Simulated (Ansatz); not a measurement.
# Geometry relaxation, with input and output: BH₅O₂

- system: BH₅O₂
- method: RKS B3LYP-D4/def2-SVP (Ansatz 0.2.0)

The input holds or restrains some coordinates. Forces given for the steps count only the free coordinates. It belongs to a series of runs on one base structure; here: pulled along the bonds that form and break, towards end B. Figures and captions count atoms from 1; the log counts them from 0 in places.

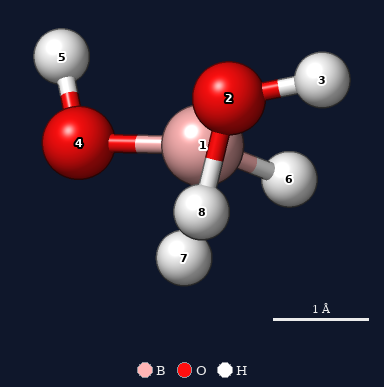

Figure 1. The starting structure (ball-and-stick view, seen at a tilt; atoms are numbered from 1 in the order of the input).

## Results in brief

```json
{"quantity": "outcome", "value": "converged under the restraints of the input"}
{"quantity": "total energy", "value": "−4849.2414 eV"}
{"quantity": "mean-field energy", "value": "−4849.1272 eV"}
{"quantity": "largest force (length of the vector) at the end, held atoms and coordinates included", "value": "0.854 eV/Å"}
{"quantity": "hardware", "value": "1 thread of Intel Xeon @ 2.50GHz (Skylake/Cascade Lake), 32 GiB of memory available, shared host"}
{"quantity": "wall time", "value": "17 s"}
{"quantity": "peak memory", "value": "0.13 GiB"}
```

## The input
```yaml
crystal:
  periodic: [false, false, false]
  atoms:
    - { symbol: B, position_ang: [0.0, 0.0, 0.0] }
    - { symbol: O, position_ang: [0.0, 0.0, 1.76] }
    - { symbol: H, position_ang: [-0.9095, -0.2814, 2.0971] }
    - { symbol: O, position_ang: [1.2211, 0.0, -0.705] }
    - { symbol: H, position_ang: [1.5209, -0.9519, -0.8599] }
    - { symbol: H, position_ang: [-1.0305, 0.0, -0.595] }
    - { symbol: H, position_ang: [0.0668, 1.4124, 0.4698] }
    - { symbol: H, position_ang: [0.0544, 1.1498, 1.3187] }
basis:
  gaussian: { orbitals: def2-SVP }
hamiltonian:
  xc: b3lyp
  dispersion: d4
relax:
  f_tol: 0.15
  max_steps: 25
  restrain:
    - { distance: [0, 6], at: 1.19, k: 30.0 }
    - { distance: [7, 1], at: 1.01, k: 30.0 }
    - { distance: [0, 1], at: 2.61, k: 30.0 }
    - { distance: [7, 6], at: 1.86, k: 30.0 }
```

Command:
```bash
ansatz run input.yaml --threads 1 --pin off --max-ram 2048MiB --backend cpu --events-out ev --progress --plain --runs-dir out
```

## Log
```
The last accepted step is kept in [file] (removed where the run ends without a failure and the disk answers)
Engine: ansatz 0.2.0, x86_64-unknown-linux-gnu
Functional definition: B3LYP
  parameter a0 = 0.2
  parameter ax = 0.72
  parameter ac = 0.81
  exchange = (1 - a0 - ax)*slater_x + ax*b88_x + a0*exact_x
  correlation = (1 - ac)*vwn_rpa_c + ac*lyp_c
721 factors; integrals over basis functions are off by at most 4.4e-4 eV
mean field evaluation 1: about -4840.4617 eV, gradient 6.0e1 eV
mean field evaluation 2: about -4827.5232 eV, gradient 1.0e2 eV
mean field evaluation 4: about -4846.7528 eV, gradient 3.6e0 eV
mean field evaluation 8: about -4846.7868 eV, gradient 2.1e-1 eV
mean field -4846.78693697 eV, -178.1161346635 hartree, gradient 3.5e-5 eV, S^2 0.000000; 0 other end points of the search recorded, 0 dependent functions left out
the calculation of the forces begins
reference -4846.78714505 eV, -178.1161423104 hartree; 13, 13 occupied and 54, 54 virtual orbitals, 721 factors
relax step   1: F+E_penalty+E_count = -4846.91507117 eV  Δ(F+E_penalty+E_count) = +0.000e0 eV  max|allowed force component| = 3.669e0 eV/Å  E_restraint = 27.08387916 eV  max|allowed force component, restraints' pulls added| = 3.292e1 eV/Å  Δτ_max = 0.0000 Å  (24 SCF iters, accepted)
  distance B 0 - H 6 = 1.4900 Å
  distance H 7 - O 1 = 1.2328 Å
  distance B 0 - O 1 = 1.7600 Å
  distance H 7 - H 6 = 0.8887 Å
these checks for a lower state are left out or cut short: starts, cluster_reference, orbital_swaps, neighbouring_geometries, increment
722 factors; integrals over basis functions are off by at most 1.1e-3 eV
mean field evaluation 16: about -4846.2931 eV, gradient 1.4e1 eV
mean field -4847.45698547 eV, -178.1407584915 hartree, gradient 4.3e-5 eV, S^2 0.000000; 0 other end points of the search recorded, 0 dependent functions left out
the calculation of the forces begins
reference -4847.45718878 eV, -178.1407659633 hartree; 13, 13 occupied and 54, 54 virtual orbitals, 722 factors
relax step   2: F+E_penalty+E_count = -4847.58314549 eV  Δ(F+E_penalty+E_count) = -6.681e-1 eV  max|allowed force component| = 4.462e0 eV/Å  E_restraint = 11.84014013 eV  max|allowed force component, restraints' pulls added| = 1.979e1 eV/Å  Δτ_max = 0.1949 Å  (28 SCF iters, accepted)
  distance B 0 - H 6 = 1.3824 Å
  distance H 7 - O 1 = 1.1530 Å
  distance B 0 - O 1 = 2.0082 Å
  distance H 7 - H 6 = 1.2520 Å
these checks for a lower state are left out or cut short: starts, cluster_reference, orbital_swaps, neighbouring_geometries, increment
722 factors; integrals over basis functions are off by at most 7.5e-4 eV
mean field -4848.42906461 eV, -178.1764817411 hartree, gradient 3.5e-5 eV, S^2 0.000000; 0 other end points of the search recorded, 0 dependent functions left out
the calculation of the forces begins
reference -4848.42926915 eV, -178.1764892579 hartree; 13, 13 occupied and 54, 54 virtual orbitals, 722 factors
relax step   3: F+E_penalty+E_count = -4848.54933382 eV  Δ(F+E_penalty+E_count) = -9.662e-1 eV  max|allowed force component| = 3.385e0 eV/Å  E_restraint = 2.85963707 eV  max|allowed force component, restraints' pulls added| = 9.155e0 eV/Å  Δτ_max = 0.1948 Å  (28 SCF iters, accepted)
  distance B 0 - H 6 = 1.2517 Å
  distance H 7 - O 1 = 1.0222 Å
  distance B 0 - O 1 = 2.2835 Å
  distance H 7 - H 6 = 1.5770 Å
these checks for a lower state are left out or cut short: starts, cluster_reference, orbital_swaps, neighbouring_geometries, increment
721 factors; integrals over basis functions are off by at most 7.9e-4 eV
mean field evaluation 32: about -4848.9137 eV, gradient 9.1e-6 eV
mean field -4848.91373075 eV, -178.1942928934 hartree, gradient 4.3e-5 eV, S^2 0.000000; 0 other end points of the search recorded, 0 dependent functions left out
the calculation of the forces begins
reference -4848.91393552 eV, -178.1943004185 hartree; 13, 13 occupied and 54, 54 virtual orbitals, 721 factors
relax step   4: F+E_penalty+E_count = -4849.03010662 eV  Δ(F+E_penalty+E_count) = -4.808e-1 eV  max|allowed force component| = 8.241e-1 eV/Å  E_restraint = 0.13130751 eV  max|allowed force component, restraints' pulls added| = 2.541e0 eV/Å  Δτ_max = 0.1945 Å  (29 SCF iters, accepted)
  distance B 0 - H 6 = 1.1860 Å
  distance H 7 - O 1 = 0.9628 Å
  distance B 0 - O 1 = 2.5460 Å
  distance H 7 - H 6 = 1.8109 Å
these checks for a lower state are left out or cut short: starts, cluster_reference, orbital_swaps, neighbouring_geometries, increment
721 factors; integrals over basis functions are off by at most 7.9e-4 eV
mean field -4849.02839589 eV, -178.1985067595 hartree, gradient 4.5e-5 eV, S^2 0.000000; 0 other end points of the search recorded, 0 dependent functions left out
the calculation of the forces begins
reference -4849.02859981 eV, -178.1985142532 hartree; 13, 13 occupied and 54, 54 virtual orbitals, 721 factors
relax step   5: F+E_penalty+E_count = -4849.14684127 eV  Δ(F+E_penalty+E_count) = -1.167e-1 eV  max|allowed force component| = 1.013e0 eV/Å  E_restraint = 0.01693350 eV  max|allowed force component, restraints' pulls added| = 1.013e0 eV/Å  Δτ_max = 0.1995 Å  (28 SCF iters, accepted)
  distance B 0 - H 6 = 1.2005 Å
  distance H 7 - O 1 = 0.9868 Å
  distance B 0 - O 1 = 2.5916 Å
  distance H 7 - H 6 = 1.8719 Å
these checks for a lower state are left out or cut short: starts, cluster_reference, orbital_swaps, neighbouring_geometries, increment
721 factors; integrals over basis functions are off by at most 7.9e-4 eV
mean field -4849.09132979 eV, -178.2008195377 hartree, gradient 2.1e-5 eV, S^2 0.000000; 0 other end points of the search recorded, 0 dependent functions left out
the calculation of the forces begins
reference -4849.09153217 eV, -178.2008269750 hartree; 13, 13 occupied and 54, 54 virtual orbitals, 721 factors
relax step   6: F+E_penalty+E_count = -4849.20590405 eV  Δ(F+E_penalty+E_count) = -5.906e-2 eV  max|allowed force component| = 1.166e0 eV/Å  E_restraint = 0.00930783 eV  max|allowed force component, restraints' pulls added| = 9.948e-1 eV/Å  Δτ_max = 0.1935 Å  (27 SCF iters, accepted)
  distance B 0 - H 6 = 1.2062 Å
  distance H 7 - O 1 = 0.9963 Å
  distance B 0 - O 1 = 2.5978 Å
  distance H 7 - H 6 = 1.8647 Å
these checks for a lower state are left out or cut short: starts, cluster_reference, orbital_swaps, neighbouring_geometries, increment
721 factors; integrals over basis functions are off by at most 7.5e-4 eV
mean field -4849.11849986 eV, -178.2018180193 hartree, gradient 6.0e-6 eV, S^2 0.000000; 0 other end points of the search recorded, 0 dependent functions left out
the calculation of the forces begins
reference -4849.11870195 eV, -178.2018254461 hartree; 13, 13 occupied and 54, 54 virtual orbitals, 721 factors
relax step   7: F+E_penalty+E_count = -4849.23224836 eV  Δ(F+E_penalty+E_count) = -2.634e-2 eV  max|allowed force component| = 5.486e-1 eV/Å  E_restraint = 0.01262855 eV  max|allowed force component, restraints' pulls added| = 2.417e-1 eV/Å  Δτ_max = 0.0883 Å  (27 SCF iters, accepted)
  distance B 0 - H 6 = 1.1993 Å
  distance H 7 - O 1 = 0.9825 Å
  distance B 0 - O 1 = 2.6098 Å
  distance H 7 - H 6 = 1.8610 Å
these checks for a lower state are left out or cut short: starts, cluster_reference, orbital_swaps, neighbouring_geometries, increment
721 factors; integrals over basis functions are off by at most 7.8e-4 eV
mean field -4849.12699565 eV, -178.2021302337 hartree, gradient 5.5e-5 eV, S^2 0.000000; 0 other end points of the search recorded, 0 dependent functions left out
the calculation of the forces begins
reference -4849.12719850 eV, -178.2021376886 hartree; 13, 13 occupied and 54, 54 virtual orbitals, 721 factors
relax step   8: F+E_penalty+E_count = -4849.24124166 eV  Δ(F+E_penalty+E_count) = -8.993e-3 eV  max|allowed force component| = 7.470e-1 eV/Å  E_restraint = 0.01123665 eV  max|allowed force component, restraints' pulls added| = 1.429e-1 eV/Å  Δτ_max = 0.0805 Å  (24 SCF iters, accepted)
  distance B 0 - H 6 = 1.2006 Å
  distance H 7 - O 1 = 0.9858 Å
  distance B 0 - O 1 = 2.6065 Å
  distance H 7 - H 6 = 1.8664 Å
721 factors; integrals over basis functions are off by at most 7.8e-4 eV
mean field evaluation 64: about -4849.1068 eV, gradient 3.4e0 eV
```

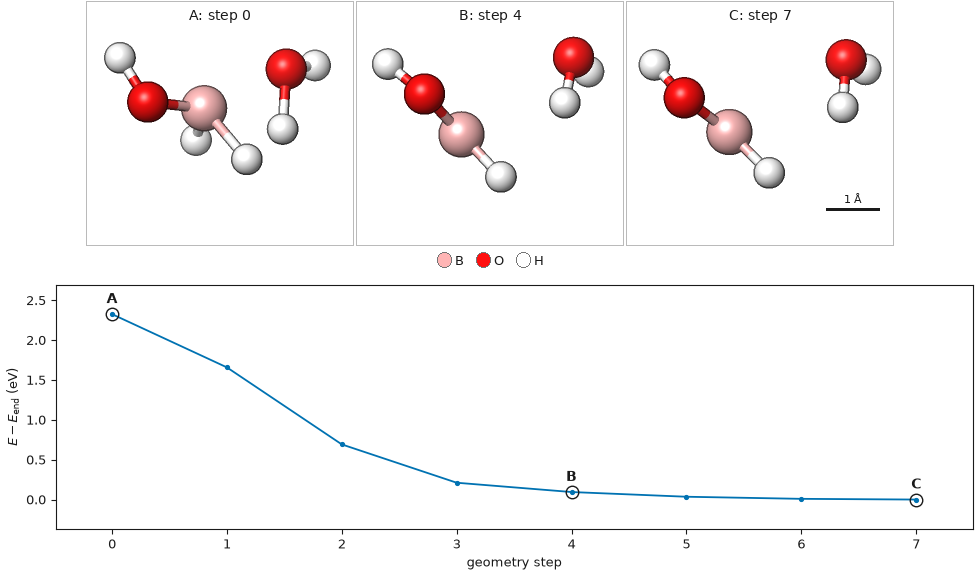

Figure 2. Frames of the restrained relaxation (ball-and-stick view, seen at a tilt) above the curves, on which the letters mark them (the first geometry is step 0 here and step 1 in the log).

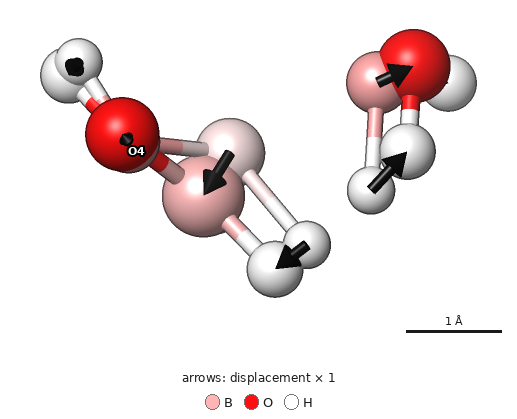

Figure 3. Start (faint) and end (solid) with the displacements as black arrows, at true length (ball-and-stick view, seen at a tilt). The two geometries are laid on each other by the best rigid fit. The largest moves after the best rigid fit, 0.56 Å, are those of B1 and H8. Largest moves by element: H 0.56 Å, B 0.56 Å, O 0.42 Å. Distances before and after: B1–H7 1.490 → 1.201 Å, O2–H8 1.233 → 0.986 Å, B1–O4 1.410 → 1.346 Å, O2–H3 1.010 → 0.969 Å. Among the angles that change: H6–B1–H7 101.3° → 120.9°, O4–B1–H7 96.8° → 116.3°, H3–O2–H8 114.8° → 103.0°. The energy falls by 2.326 eV in 7 geometry steps. Largest force component: 3.7 eV/Å at the start, 0.75 eV/Å at the end. (Atoms are counted from 1 in the order of the input.)

```
mean field -4849.12699565 eV, -178.2021302337 hartree, gradient 5.5e-5 eV, S^2 0.000000; 1 other end points of the search recorded, 0 dependent functions left out
the calculation of the forces begins
reference -4849.12719850 eV, -178.2021376886 hartree; 13, 13 occupied and 54, 54 virtual orbitals, 721 factors
Total energy: -4849.24144451 eV, -178.2063361520 hartree
Atom 0 at     0.108013     0.377581    -0.398094 Å, force    -0.064116    -0.166502     0.054654 eV/Å
Atom 1 at    -0.041928    -0.013875     2.174509 Å, force     0.011002     0.703177    -0.318179 eV/Å
Atom 2 at    -0.997659    -0.152385     2.248282 Å, force     0.019622     0.005576    -0.008857 eV/Å
Atom 3 at     1.344341    -0.049902    -0.716641 Å, force    -0.016250    -0.081303    -0.032126 eV/Å
Atom 4 at     1.348405    -0.957141    -1.047131 Å, force     0.064961     0.000466    -0.034615 eV/Å
Atom 5 at    -0.887755    -0.268316    -0.638082 Å, force     0.028991    -0.030657    -0.010235 eV/Å
Atom 6 at     0.028149     1.490247     0.045697 Å, force    -0.009089     0.316235    -0.062931 eV/Å
Atom 7 at     0.021635     0.902691     1.817159 Å, force    -0.035120    -0.746993     0.412290 eV/Å
Dipole moment:    -0.293584    -0.117261    -0.106327 e Å
```

## Trajectory as extended XYZ (Å, eV, eV/Å), 8 frames, from step=1 to step=8
```
8
Properties=species:S:1:pos:R:3:forces:R:3 step=1 energy=-4846.91507
B     0.0000    0.0000    0.0000    1.8368   3.6688   1.0869
O     0.0000    0.0000    1.7600   -1.4906  -2.8459   0.2387
H    -0.9095   -0.2814    2.0971    1.5783   0.4299  -0.4989
O     1.2211    0.0000   -0.7050   -0.4821  -3.0149   1.1058
H     1.5209   -0.9519   -0.8599   -0.3908   1.6935   0.0319
H    -1.0305    0.0000   -0.5950   -0.6644  -0.8531   0.3460
H     0.0668    1.4124    0.4698   -0.1124   1.6747  -2.2461
H     0.0544    1.1498    1.3187   -0.2748  -0.7530  -0.0645
8
Properties=species:S:1:pos:R:3:forces:R:3 step=2 energy=-4847.58314
B     0.0096    0.0939   -0.1003    1.7263   4.4620   0.4924
O     0.0033    0.0002    1.9056    0.0049   1.1769  -1.3593
H    -0.9136   -0.2852    2.1043    0.4021   0.5971  -0.0037
O     1.2379   -0.0143   -0.7123    0.1066  -2.2795   0.7221
H     1.5165   -0.9490   -0.8593   -0.2582   0.7868  -0.2294
H    -1.0444   -0.0089   -0.6034   -0.9568  -1.3071   0.1710
H     0.0652    1.4231    0.2752   -0.4000  -0.4863  -0.4909
H     0.0488    1.0691    1.4759   -0.6250  -2.9497   0.6978
8
Properties=species:S:1:pos:R:3:forces:R:3 step=3 energy=-4848.54933
B     0.0256    0.2120   -0.2430    0.6962   3.3850   0.0764
O     0.0117    0.0282    2.0331    0.0279   0.8503  -0.7499
H    -0.9148   -0.2719    2.1069    0.3256   0.6063  -0.0207
O     1.2575   -0.0340   -0.7152    0.6521  -1.1935   0.3187
H     1.5117   -0.9516   -0.8635   -0.1651  -0.1941  -0.4048
H    -1.0614   -0.0341   -0.6069   -0.7059  -1.4989   0.0140
H     0.0577    1.4067    0.1290   -0.3296  -0.1220  -0.0875
H     0.0352    0.9737    1.6452   -0.5013  -1.8333   0.8537
8
Properties=species:S:1:pos:R:3:forces:R:3 step=4 energy=-4849.03011
B     0.0419    0.3412   -0.3875    0.0836   0.1331  -0.0954
O     0.0132    0.0268    2.1388   -0.1359  -0.6379   0.1045
H    -0.9161   -0.2576    2.1086    0.2151   0.2829   0.0227
O     1.2977   -0.0585   -0.7057   -0.3829   0.0684   0.2531
H     1.4968   -0.9783   -0.8835   -0.2927  -0.4084  -0.3058
H    -1.0882   -0.1095   -0.6086    0.8227  -0.5160  -0.0098
H     0.0524    1.4453    0.0454   -0.1455   0.8241   0.0334
H     0.0254    0.9195    1.7781   -0.1645   0.2537  -0.0028
8
Properties=species:S:1:pos:R:3:forces:R:3 step=5 energy=-4849.14684
B     0.0428    0.4025   -0.3943   -0.4782  -0.5101   0.2772
O     0.0135   -0.0415    2.1588   -0.4603   0.5502  -0.3315
H    -0.9603   -0.1367    2.1053    0.5847   0.1904   0.0681
O     1.2894   -0.0711   -0.5071    0.5410  -0.6355  -1.0129
H     1.3794   -0.9405   -0.9589   -0.2183   0.7124   0.6135
H    -0.9559   -0.2415   -0.6783    0.2497   0.1084  -0.1549
H    -0.0750    1.5231    0.0198    0.0433   0.3151  -0.0150
H     0.1892    0.8348    1.7404   -0.2620  -0.7309   0.5556
8
Properties=species:S:1:pos:R:3:forces:R:3 step=6 energy=-4849.20590
B     0.0795    0.3619   -0.3988    0.6659   0.1794   0.0308
O    -0.0353   -0.0274    2.1670    0.5541   1.1610  -0.5468
H    -0.9828   -0.1458    2.2569   -0.4789  -0.0358   0.0440
O     1.3302   -0.0652   -0.6961   -0.3292   0.9948   0.4245
H     1.3982   -0.9512   -1.0239   -0.0534  -0.9267  -0.3678
H    -0.9211   -0.2260   -0.6660   -0.2732  -0.4078  -0.0955
H     0.0096    1.4840    0.0383    0.0137   0.2012  -0.0548
H     0.0450    0.8986    1.8084   -0.0990  -1.1661   0.5657
8
Properties=species:S:1:pos:R:3:forces:R:3 step=7 energy=-4849.23225
B     0.1197    0.3841   -0.3820   -0.0682  -0.4359  -0.2851
O    -0.0653   -0.0264    2.1887    0.0683   0.5486  -0.3259
H    -1.0198   -0.1287    2.3140    0.0033  -0.0008  -0.0424
O     1.3517   -0.0499   -0.7208   -0.0553   0.0075  -0.0209
H     1.3673   -0.9459   -1.0846   -0.0327   0.0733   0.0910
H    -0.8799   -0.2691   -0.6009    0.0873   0.0258   0.0051
H     0.0388    1.5126    0.0158    0.0402   0.2865   0.1088
H     0.0108    0.8522    1.7554   -0.0429  -0.5052   0.4693
8
Properties=species:S:1:pos:R:3:forces:R:3 step=8 energy=-4849.24124
B     0.1080    0.3776   -0.3981   -0.0641  -0.1665   0.0547
O    -0.0419   -0.0139    2.1745    0.0110   0.7032  -0.3182
H    -0.9977   -0.1524    2.2483    0.0196   0.0056  -0.0089
O     1.3443   -0.0499   -0.7166   -0.0163  -0.0813  -0.0321
H     1.3484   -0.9571   -1.0471    0.0650   0.0005  -0.0346
H    -0.8878   -0.2683   -0.6381    0.0290  -0.0307  -0.0102
H     0.0281    1.4902    0.0457   -0.0091   0.3162  -0.0629
H     0.0216    0.9027    1.8172   -0.0351  -0.7470   0.4123
```
